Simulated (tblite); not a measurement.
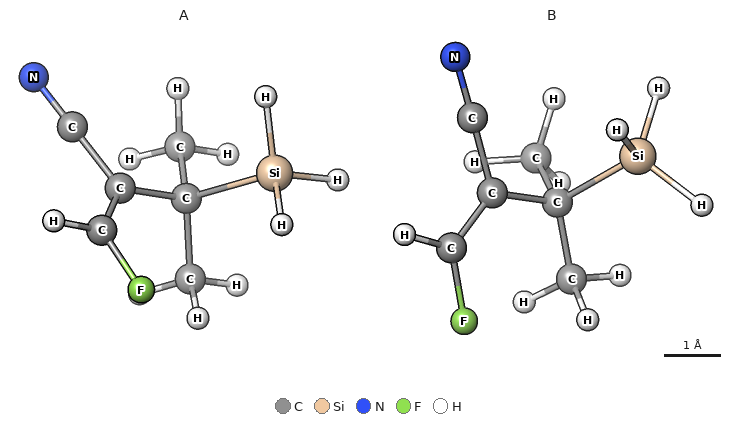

Two geometries of C6H10FNSi, drawn at one scale. One is the start of a relaxation, the other its converged end. A ball-and-stick model, seen at a tilt.

All numbers below come from tblite 0.8.0, GFN2-xTB geometry optimisation, gas phase. 

Question: Which of the two is the end point?

Answer: Structure A is the relaxed one. The energy falls by 0.759 eV in 203 geometry steps. An H atom moves most after the best rigid fit: 1.80 Å. By element the largest moves are H 1.80 Å, N 1.58 Å, F 1.55 Å, C 0.91 Å, Si 0.34 Å. Among the contacts that change: C–Si 1.848 → 1.931 Å, C–C 1.479 → 1.531 Å, C–H 1.134 → 1.088 Å, C–C 1.473 → 1.505 Å. Bond angles that change, for instance: C–Si–H 113.9° → 107.0°, C–C–C 103.7° → 110.2°, F–C–H 117.9° → 112.0°. Groups turn about C–Si by about 60°, C–C by about 50°, C–C by about 30°.
